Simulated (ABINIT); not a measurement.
# Converging GW for TiO2 (Rutile) in ABINIT, part 2 of 2

What does each rung of G0W0 on TiO2 (Rutile) cost, and what does it buy?

ABINIT 10.8.3; PBE and many-body steps on it, plane waves. Known limits of the many-body steps: not at the basis limit; coarse k mesh.

So far. Step 3 (Screening, 2×2×4 mesh, 115 bands, screening to 93.3 eV): Local fields lower ε∞ by 3 %. On a Γ-centred mesh this coarse the value itself is usually too large, while a short band sum pulls it down. Step 4 (115 bands, 93.3 eV): The gap on the mesh goes from 1.92 eV to 3.24 eV, a correction of +1.33 eV.

## (6) 163 bands, 123.5 eV

This step: G0W0 on PBE, plane waves, norm-conserving pseudopotentials.

Input file run.abi:

```
acell 3*1.0 Angstrom
rprim 
  4.592200000000 0.000000000000 0.000000000000
  0.000000000000 4.592200000000 0.000000000000
  0.000000000000 0.000000000000 2.957400000000
ntypat 2
znucl 22 8
natom 6
typat 1 1 2 2 2 2
xred 
  0.000000000000 0.000000000000 0.000000000000
  0.500000000000 0.500000000000 0.500000000000
  0.304960000000 0.304960000000 0.000000000000
  0.195040000000 0.804960000000 0.500000000000
  0.695040000000 0.695040000000 0.000000000000
  0.804960000000 0.195040000000 0.500000000000
pp_dirpath "pseudos"
pseudos "Ti.upf, O.upf"
ecut 38
ngkpt 2 2 4
nshiftk 1
shiftk 0 0 0
kptopt 1
chksymbreak 0
istwfk *1
occopt 1
irdwfk 1
optdriver 4
nband 163
gwcalctyp 0
ecutsigx 38
symsigma 1
nkptgw 6
kptgw 
  0.0000000000 0.0000000000 0.0000000000
  0.5000000000 0.0000000000 0.0000000000
  0.5000000000 0.5000000000 0.0000000000
  0.0000000000 0.0000000000 0.5000000000
  0.5000000000 0.0000000000 0.5000000000
  0.5000000000 0.5000000000 0.5000000000
bdgw 
  22 26
  23 26
  23 26
  23 26
  23 26
  23 26
ecuteps 4.54
irdscr 1
ppmodel 1
indata_prefix "in"
outdata_prefix "out"
tmpdata_prefix "tmp"
```

Run with:

```bash
$ OMP_NUM_THREADS=1 mpirun -n 8 abinit run.abi > log
```

The program printed:

```text
.Version 10.8.3 of ABINIT. v10.8.2 released Aug 2026.

 Symmetries : space group P4_2/m n m (#136); Bravais tP (primitive tetrag.)
[... echo of the input left out ...]
== DATASET  1 ==================================================================
-   mpi_nproc: 8, omp_nthreads: 1 (-1 if OMP is not activated)

--- !DatasetInfo
iteration_state: {dtset: 1, }
dimensions: {natom: 6, nkpt: 9, mband: 163, nsppol: 1, nspinor: 1, nspden: 1, mpw: 4748, }
cutoff_energies: {ecut:  38.0, pawecutdg:  -1.0, }
electrons: {nelect:   4.80000000E+01, charge:   0.00000000E+00, occopt:   1.00000000E+00, tsmear:   1.00000000E-02, }

 SIGMA: Calculation of the GW corrections

 Based on a program developped by R.W. Godby, V. Olevano, G. Onida, and L. Reining.
 Incorporated in ABINIT by V. Olevano, G.-M. Rignanese, and M. Torrent.
.Using double precision arithmetic ; gwpc =  8

[... cell and pseudopotentials left out ...]
--------------------------------------------------------------------------------

 ==== K-mesh for the wavefunctions ====
 Number of points in the irreducible wedge :     9
[... list of points left out ...]
 Together with 16 symmetry operations and time-reversal symmetry
 yields    16 points in the full Brillouin Zone.

 ==== Q-mesh for screening function ====
 Number of points in the irreducible wedge :     9
[... list of points left out ...]
 Together with 16 symmetry operations and time-reversal symmetry
 yields    16 points in the full Brillouin Zone.

 vcoul_init : cutoff-mode = AUXILIARY_FUNCTION
 q-points for optical limit:   1
     1)      0.000010    0.000020    0.000030
 setmesh: FFT mesh size selected  =    50x   50x   32
          total number of points  =        80000

 Number of electrons calculated from density =   48.0000; Expected =   48.0000
[...]
--- !SelfEnergy_ee
iteration_state: {dtset: 1, }
kpoint     : [   0.500,    0.000,    0.000, ]
spin       : 1
KS_gap     :    3.328
QP_gap     :    4.800
Delta_QP_KS:    1.472
data: !SigmaeeData |
     Band     E0 <VxcDFT>   SigX SigC(E0)      Z dSigC/dE  Sig(E)    E-E0       E
[...]
--- !SelfEnergy_ee
iteration_state: {dtset: 1, }
kpoint     : [   0.500,    0.500,    0.000, ]
spin       : 1
KS_gap     :    3.020
QP_gap     :    4.506
Delta_QP_KS:    1.486
data: !SigmaeeData |
     Band     E0 <VxcDFT>   SigX SigC(E0)      Z dSigC/dE  Sig(E)    E-E0       E
[...]
--- !SelfEnergy_ee
iteration_state: {dtset: 1, }
kpoint     : [   0.000,    0.000,    0.500, ]
spin       : 1
KS_gap     :    4.431
QP_gap     :    6.033
Delta_QP_KS:    1.602
data: !SigmaeeData |
     Band     E0 <VxcDFT>   SigX SigC(E0)      Z dSigC/dE  Sig(E)    E-E0       E
[...]
--- !SelfEnergy_ee
iteration_state: {dtset: 1, }
kpoint     : [   0.500,    0.000,    0.500, ]
spin       : 1
KS_gap     :    2.985
QP_gap     :    4.419
Delta_QP_KS:    1.434
data: !SigmaeeData |
     Band     E0 <VxcDFT>   SigX SigC(E0)      Z dSigC/dE  Sig(E)    E-E0       E
[...]
--- !SelfEnergy_ee
iteration_state: {dtset: 1, }
kpoint     : [   0.500,    0.500,    0.500, ]
spin       : 1
KS_gap     :    3.309
QP_gap     :    4.716
Delta_QP_KS:    1.406
data: !SigmaeeData |
     Band     E0 <VxcDFT>   SigX SigC(E0)      Z dSigC/dE  Sig(E)    E-E0       E
[...]
25   8.293 -20.396 -12.466  -5.939   0.767  -0.303 -18.868   1.528   9.821
       26   8.293 -20.396 -12.466  -5.939   0.767  -0.303 -18.868   1.528   9.821

== END DATASET(S) ==============================================================
================================================================================

 -outvars: echo values of variables after computation  --------
           etotal      0.0000000000E+00
            nband         163
             nkpt           9
          spgroup         136
 [... the other variables as echoed above ...]

 Calculation completed.
```

Elapsed: 12 s, on 8 MPI ranks of Arm Neoverse V2, shared host; peak memory 1.6 GiB.

This step gave:

| Property | Result |
| --- | --- |
| G0W0 gap on the mesh | 3.211 eV |
| starting gap on the mesh | 1.917 eV |
| k of the valence top | 0, 0, 0 |
| k of the conduction bottom | 0.5, 0, 0.5 |
| Z at the valence top | 0.766 |
| Z at the conduction bottom | 0.777 |
| least direct G0W0 gap on the computed points | 3.286 eV |

Against G0W0 in ABINIT (2×2×4 mesh, 115 bands, screening to 93.3 eV, Godby-Needs plasmon pole), the gap moves by −0.031 eV.

## (7) Screening, 2×2×4 mesh, 238 bands, screening to 164.9 eV

This step: RPA screening on PBE, plane waves, norm-conserving pseudopotentials.

Edit run.abi of step 6 so:

```diff
@@ -27,25 +27,8 @@
 irdwfk 1
-optdriver 4
-nband 163
-gwcalctyp 0
-ecutsigx 38
-symsigma 1
-nkptgw 6
-kptgw 
-  0.0000000000 0.0000000000 0.0000000000
-  0.5000000000 0.0000000000 0.0000000000
-  0.5000000000 0.5000000000 0.0000000000
-  0.0000000000 0.0000000000 0.5000000000
-  0.5000000000 0.0000000000 0.5000000000
-  0.5000000000 0.5000000000 0.5000000000
-bdgw 
-  22 26
-  23 26
-  23 26
-  23 26
-  23 26
-  23 26
-ecuteps 4.54
-irdscr 1
-ppmodel 1
+optdriver 3
+nband 238
+ecuteps 6.06
+inclvkb 2
+awtr 1
+symchi 1
 indata_prefix "in"
```

The program printed:

```text
.Version 10.8.3 of ABINIT. v10.8.2 released Aug 2026.

 Symmetries : space group P4_2/m n m (#136); Bravais tP (primitive tetrag.)
[... echo of the input left out ...]
== DATASET  1 ==================================================================
-   mpi_nproc: 8, omp_nthreads: 1 (-1 if OMP is not activated)

--- !DatasetInfo
iteration_state: {dtset: 1, }
dimensions: {natom: 6, nkpt: 9, mband: 238, nsppol: 1, nspinor: 1, nspden: 1, mpw: 4748, }
cutoff_energies: {ecut:  38.0, pawecutdg:  -1.0, }
[...]
--------------------------------------------------------------------------------
[... chi0 elements left out ...]
 For q-point:  0.000010 0.000020 0.000030
  dielectric constant =   8.8966
  dielectric constant without local fields =   9.3425

  Average fulfillment of the sum rule on Im[epsilon] for q-point    1 :     75.50  [%]
[... wings left out ...]
  q-point number  2        q = ( 0.500000, 0.000000, 0.000000) [r.l.u.]
--------------------------------------------------------------------------------
[... chi0 elements left out ...]
  Average fulfillment of the sum rule on Im[epsilon] for q-point    2 :     79.91  [%]

 [... 7 further q-points ...]
```

Run time: 63 s. Hardware: 8 MPI ranks; peak memory 2.8 GiB; 8.4 min of CPU time.

Numbers from this step:

```yaml
eps_infinity_with_local_fields_on_this_mesh_along_the_program_s_q_direction: 8.897
the_same_without_local_fields: 9.342
plasma_frequency: 32.58 eV
plane_waves_in_the_screening_matrix: 307
```

## (8) 238 bands, 164.9 eV

This step: G0W0 on PBE, plane waves, norm-conserving pseudopotentials.

Edit run.abi of step 7 so:

```diff
@@ -27,8 +27,25 @@
 irdwfk 1
-optdriver 3
+optdriver 4
 nband 238
+gwcalctyp 0
+ecutsigx 38
+symsigma 1
+nkptgw 6
+kptgw 
+  0.0000000000 0.0000000000 0.0000000000
+  0.5000000000 0.0000000000 0.0000000000
+  0.5000000000 0.5000000000 0.0000000000
+  0.0000000000 0.0000000000 0.5000000000
+  0.5000000000 0.0000000000 0.5000000000
+  0.5000000000 0.5000000000 0.5000000000
+bdgw 
+  22 26
+  23 26
+  23 26
+  23 26
+  23 26
+  23 26
 ecuteps 6.06
-inclvkb 2
-awtr 1
-symchi 1
+irdscr 1
+ppmodel 1
 indata_prefix "in"
```

The program printed:

```text
.Version 10.8.3 of ABINIT. v10.8.2 released Aug 2026.

 Symmetries : space group P4_2/m n m (#136); Bravais tP (primitive tetrag.)
[... echo of the input left out ...]
== DATASET  1 ==================================================================
-   mpi_nproc: 8, omp_nthreads: 1 (-1 if OMP is not activated)

--- !DatasetInfo
iteration_state: {dtset: 1, }
dimensions: {natom: 6, nkpt: 9, mband: 238, nsppol: 1, nspinor: 1, nspden: 1, mpw: 4748, }
cutoff_energies: {ecut:  38.0, pawecutdg:  -1.0, }
[...]
Band     E0 <VxcDFT>   SigX SigC(E0)      Z dSigC/dE  Sig(E)    E-E0       E
[...]
25   8.293 -20.396 -12.466  -6.103   0.768  -0.303 -18.994   1.402   9.695
       26   8.293 -20.396 -12.466  -6.103   0.768  -0.303 -18.994   1.402   9.695

== END DATASET(S) ==============================================================
================================================================================

 -outvars: echo values of variables after computation  --------
           etotal      0.0000000000E+00
            nband         238
             nkpt           9
          spgroup         136
 [... the other variables as echoed above ...]

 Calculation completed.
```

Wall time 32 s (8 MPI ranks); peak memory 2.3 GiB.

Numbers from this step:

| Item | Value |
| --- | --- |
| G0W0 gap on the mesh | 3.212 eV |
| starting gap on the mesh | 1.917 eV |
| k of the valence top | 0, 0, 0 |
| k of the conduction bottom | 0.5, 0, 0.5 |
| least direct G0W0 gap on the computed points | 3.289 eV |

Against G0W0 in ABINIT (2×2×4 mesh, 163 bands, screening to 123.5 eV, Godby-Needs plasmon pole), the gap moves by +0.001 eV.

## (9) Screening, 2×2×4 mesh, 342 bands, screening to 214.4 eV

This step: RPA screening on PBE, plane waves, norm-conserving pseudopotentials.

Edit run.abi of step 8 so:

```diff
@@ -27,25 +27,8 @@
 irdwfk 1
-optdriver 4
-nband 238
-gwcalctyp 0
-ecutsigx 38
-symsigma 1
-nkptgw 6
-kptgw 
-  0.0000000000 0.0000000000 0.0000000000
-  0.5000000000 0.0000000000 0.0000000000
-  0.5000000000 0.5000000000 0.0000000000
-  0.0000000000 0.0000000000 0.5000000000
-  0.5000000000 0.0000000000 0.5000000000
-  0.5000000000 0.5000000000 0.5000000000
-bdgw 
-  22 26
-  23 26
-  23 26
-  23 26
-  23 26
-  23 26
-ecuteps 6.06
-irdscr 1
-ppmodel 1
+optdriver 3
+nband 342
+ecuteps 7.88
+inclvkb 2
+awtr 1
+symchi 1
 indata_prefix "in"
```

The program printed:

```text
.Version 10.8.3 of ABINIT. v10.8.2 released Aug 2026.

 Symmetries : space group P4_2/m n m (#136); Bravais tP (primitive tetrag.)
[... echo of the input left out ...]
== DATASET  1 ==================================================================
-   mpi_nproc: 8, omp_nthreads: 1 (-1 if OMP is not activated)

--- !DatasetInfo
iteration_state: {dtset: 1, }
dimensions: {natom: 6, nkpt: 9, mband: 342, nsppol: 1, nspinor: 1, nspden: 1, mpw: 4748, }
cutoff_energies: {ecut:  38.0, pawecutdg:  -1.0, }
[...]
--------------------------------------------------------------------------------
[... chi0 elements left out ...]
 For q-point:  0.000010 0.000020 0.000030
  dielectric constant =   8.8818
  dielectric constant without local fields =   9.3439

  Average fulfillment of the sum rule on Im[epsilon] for q-point    1 :     81.48  [%]
[... wings left out ...]
  q-point number  2        q = ( 0.500000, 0.000000, 0.000000) [r.l.u.]
--------------------------------------------------------------------------------
[... chi0 elements left out ...]
  Average fulfillment of the sum rule on Im[epsilon] for q-point    2 :     84.63  [%]

 [... 7 further q-points ...]
```

Run time: 2 min. Hardware: 8 MPI ranks; peak memory 3.4 GiB; 16 min of CPU time.

Numbers from this step:

| Item | Value |
| --- | --- |
| ε∞ with local fields, on this mesh, along the program's q direction | 8.882 |
| the same without local fields | 9.344 |
| plasma frequency | 32.58 eV |
| plane waves in the screening matrix | 463 |

## (10) 342 bands, 214.4 eV

This step: G0W0 on PBE, plane waves, norm-conserving pseudopotentials.

Edit run.abi of step 9 so:

```diff
@@ -27,8 +27,25 @@
 irdwfk 1
-optdriver 3
+optdriver 4
 nband 342
+gwcalctyp 0
+ecutsigx 38
+symsigma 1
+nkptgw 6
+kptgw 
+  0.0000000000 0.0000000000 0.0000000000
+  0.5000000000 0.0000000000 0.0000000000
+  0.5000000000 0.5000000000 0.0000000000
+  0.0000000000 0.0000000000 0.5000000000
+  0.5000000000 0.0000000000 0.5000000000
+  0.5000000000 0.5000000000 0.5000000000
+bdgw 
+  22 26
+  23 26
+  23 26
+  23 26
+  23 26
+  23 26
 ecuteps 7.88
-inclvkb 2
-awtr 1
-symchi 1
+irdscr 1
+ppmodel 1
 indata_prefix "in"
```

The program printed:

```text
.Version 10.8.3 of ABINIT. v10.8.2 released Aug 2026.

 Symmetries : space group P4_2/m n m (#136); Bravais tP (primitive tetrag.)
[... echo of the input left out ...]
== DATASET  1 ==================================================================
-   mpi_nproc: 8, omp_nthreads: 1 (-1 if OMP is not activated)

--- !DatasetInfo
iteration_state: {dtset: 1, }
dimensions: {natom: 6, nkpt: 9, mband: 342, nsppol: 1, nspinor: 1, nspden: 1, mpw: 4748, }
cutoff_energies: {ecut:  38.0, pawecutdg:  -1.0, }
[...]
Band     E0 <VxcDFT>   SigX SigC(E0)      Z dSigC/dE  Sig(E)    E-E0       E
[...]
25   8.293 -20.396 -12.466  -6.277   0.765  -0.308 -19.132   1.264   9.557
       26   8.293 -20.396 -12.466  -6.277   0.765  -0.308 -19.132   1.264   9.557

== END DATASET(S) ==============================================================
================================================================================

 -outvars: echo values of variables after computation  --------
           etotal      0.0000000000E+00
            nband         342
             nkpt           9
          spgroup         136
 [... the other variables as echoed above ...]

 Calculation completed.
```

The job ended after 94 s (8 MPI ranks; peak memory 3.3 GiB; 12 min of CPU time).

Numbers from this step:

```
G0W0 gap on the mesh                         : 3.202 eV
starting gap on the mesh                     : 1.917 eV
k of the valence top                         : 0, 0, 0
k of the conduction bottom                   : 0.5, 0, 0.5
least direct G0W0 gap on the computed points : 3.283 eV
```

Against G0W0 in ABINIT (2×2×4 mesh, 238 bands, screening to 164.9 eV, Godby-Needs plasmon pole), the gap moves by −0.010 eV.

## (11) Screening, 2×2×4 mesh, 486 bands, screening to 274.8 eV

This step: RPA screening on PBE, plane waves, norm-conserving pseudopotentials.

Edit run.abi of step 10 so:

```diff
@@ -27,25 +27,8 @@
 irdwfk 1
-optdriver 4
-nband 342
-gwcalctyp 0
-ecutsigx 38
-symsigma 1
-nkptgw 6
-kptgw 
-  0.0000000000 0.0000000000 0.0000000000
-  0.5000000000 0.0000000000 0.0000000000
-  0.5000000000 0.5000000000 0.0000000000
-  0.0000000000 0.0000000000 0.5000000000
-  0.5000000000 0.0000000000 0.5000000000
-  0.5000000000 0.5000000000 0.5000000000
-bdgw 
-  22 26
-  23 26
-  23 26
-  23 26
-  23 26
-  23 26
-ecuteps 7.88
-irdscr 1
-ppmodel 1
+optdriver 3
+nband 486
+ecuteps 10.1
+inclvkb 2
+awtr 1
+symchi 1
 indata_prefix "in"
```

The program printed:

```text
.Version 10.8.3 of ABINIT. v10.8.2 released Aug 2026.

 Symmetries : space group P4_2/m n m (#136); Bravais tP (primitive tetrag.)
[... echo of the input left out ...]
== DATASET  1 ==================================================================
-   mpi_nproc: 8, omp_nthreads: 1 (-1 if OMP is not activated)

--- !DatasetInfo
iteration_state: {dtset: 1, }
dimensions: {natom: 6, nkpt: 9, mband: 486, nsppol: 1, nspinor: 1, nspden: 1, mpw: 4748, }
cutoff_energies: {ecut:  38.0, pawecutdg:  -1.0, }
[...]
--------------------------------------------------------------------------------
[... chi0 elements left out ...]
 For q-point:  0.000010 0.000020 0.000030
  dielectric constant =   8.8773
  dielectric constant without local fields =   9.3445

  Average fulfillment of the sum rule on Im[epsilon] for q-point    1 :     86.36  [%]
[... wings left out ...]
  q-point number  2        q = ( 0.500000, 0.000000, 0.000000) [r.l.u.]
--------------------------------------------------------------------------------
[... chi0 elements left out ...]
  Average fulfillment of the sum rule on Im[epsilon] for q-point    2 :     88.41  [%]

 [... 7 further q-points ...]
```

Run time: 4 min. Hardware: 8 MPI ranks; peak memory 4.8 GiB; 32 min of CPU time.

Numbers from this step:

- ε∞ with local fields, on this mesh, along the program's q direction: 8.877
- the same without local fields: 9.345
- plasma frequency: 32.58 eV
- plane waves in the screening matrix: 623

## (12) 486 bands, 274.8 eV

This step: G0W0 on PBE, plane waves, norm-conserving pseudopotentials.

Edit run.abi of step 11 so:

```diff
@@ -27,8 +27,25 @@
 irdwfk 1
-optdriver 3
+optdriver 4
 nband 486
+gwcalctyp 0
+ecutsigx 38
+symsigma 1
+nkptgw 6
+kptgw 
+  0.0000000000 0.0000000000 0.0000000000
+  0.5000000000 0.0000000000 0.0000000000
+  0.5000000000 0.5000000000 0.0000000000
+  0.0000000000 0.0000000000 0.5000000000
+  0.5000000000 0.0000000000 0.5000000000
+  0.5000000000 0.5000000000 0.5000000000
+bdgw 
+  22 26
+  23 26
+  23 26
+  23 26
+  23 26
+  23 26
 ecuteps 10.1
-inclvkb 2
-awtr 1
-symchi 1
+irdscr 1
+ppmodel 1
 indata_prefix "in"
```

The program printed:

```text
.Version 10.8.3 of ABINIT. v10.8.2 released Aug 2026.

 Symmetries : space group P4_2/m n m (#136); Bravais tP (primitive tetrag.)
[... echo of the input left out ...]
== DATASET  1 ==================================================================
-   mpi_nproc: 8, omp_nthreads: 1 (-1 if OMP is not activated)

--- !DatasetInfo
iteration_state: {dtset: 1, }
dimensions: {natom: 6, nkpt: 9, mband: 486, nsppol: 1, nspinor: 1, nspden: 1, mpw: 4748, }
cutoff_energies: {ecut:  38.0, pawecutdg:  -1.0, }
[...]
Band     E0 <VxcDFT>   SigX SigC(E0)      Z dSigC/dE  Sig(E)    E-E0       E
[...]
25   8.293 -20.396 -12.466  -6.419   0.764  -0.310 -19.242   1.154   9.447
       26   8.293 -20.396 -12.466  -6.419   0.764  -0.310 -19.242   1.154   9.447

== END DATASET(S) ==============================================================
================================================================================

 -outvars: echo values of variables after computation  --------
           etotal      0.0000000000E+00
            nband         486
             nkpt           9
          spgroup         136
 [... the other variables as echoed above ...]

 Calculation completed.
```

Run time: 4 min. Hardware: 8 MPI ranks; peak memory 5.3 GiB; 32 min of CPU time.

This step gave:

```yaml
g0w0_gap_on_the_mesh: 3.185 eV
starting_gap_on_the_mesh: 1.917 eV
k_of_the_valence_top: 0, 0, 0
k_of_the_conduction_bottom: 0.5, 0, 0.5
least_direct_g0w0_gap_on_the_computed_points: 3.266 eV
```

Against G0W0 in ABINIT (2×2×4 mesh, 342 bands, screening to 214.4 eV, Godby-Needs plasmon pole), the gap moves by −0.017 eV.

## (13) The runs together

Times are wall times on 8 MPI ranks of Arm Neoverse V2, shared host, good to a factor of about two. A run's time includes the screening step that it read.

| run | mesh | bands | screening cutoff (eV) | DFT gap (eV) | gap on the mesh (eV) | direct (eV) | ε∞ used | time |
| --- | --- | --- | --- | --- | --- | --- | --- | --- |
| 115 bands, 93.3 eV | 2×2×4 | 115 | 93.3 | 1.917 | 3.242 | 3.313 | 9.01 | 29 s |
| 163 bands, 123.5 eV | 2×2×4 | 163 | 123.5 | 1.917 | 3.211 | 3.286 | 8.92 | 48 s |
| 238 bands, 164.9 eV | 2×2×4 | 238 | 164.9 | 1.917 | 3.212 | 3.289 | 8.90 | 95 s |
| 342 bands, 214.4 eV | 2×2×4 | 342 | 214.4 | 1.917 | 3.202 | 3.283 | 8.88 | 3.6 min |
| 486 bands, 274.8 eV | 2×2×4 | 486 | 274.8 | 1.917 | 3.185 | 3.266 | 8.88 | 8 min |

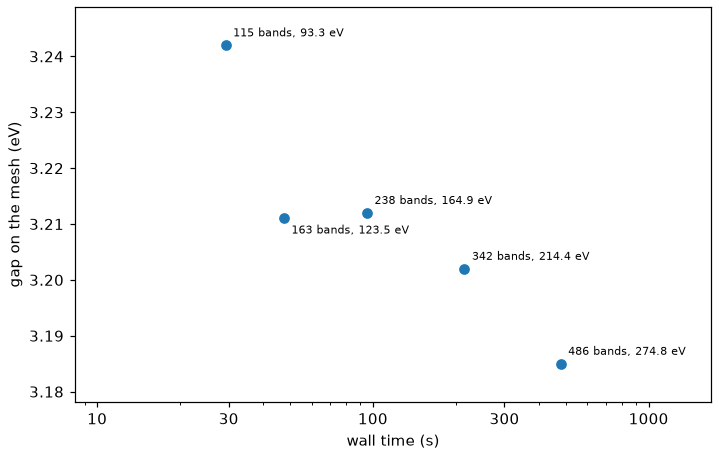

Result against wall time.

## (14) Summary of results

| Item | Value |
| --- | --- |
| 115 bands, 93.3 eV | 3.242 eV |
| 163 bands, 123.5 eV | 3.211 eV |
| 238 bands, 164.9 eV | 3.212 eV |
| 342 bands, 214.4 eV | 3.202 eV |
| 486 bands, 274.8 eV | 3.185 eV |
| known limits | not at the basis limit; coarse k mesh |

What this shows: From the first rung to the last the gap moves by −0.06 eV for 16 times the time. The 2×2×4 mesh is coarse for this cell, which bears on the long-range parts of exchange and screening.

[Paths, hosts, dates, memory and timing lines, banners, echoed tables and standing remarks are left out of the program output.]

[Logs are printed without paths, hosts, clocks, repeated set-up lines and the standing remarks that a program may print on its own settings, such as how far it seeks lower states.]

[Runs of the session that timed out or met a known fault of the program may be left out.]

[Hosts, paths, dates, database ids (printed as entryN), source tags and the programs' standing remarks are cut or masked in the printed files.]

[G0W0 gaps are taken among the corrected bands and points alone; a level outside them can change the order at an edge.]

[Where Ansatz stands beside ABINIT at settings called matched, ABINIT's density can come from a denser mesh and the files from another edition; pairs whose starting gaps differed by over 0.03 eV were left out, so agreement reads better than it is.]
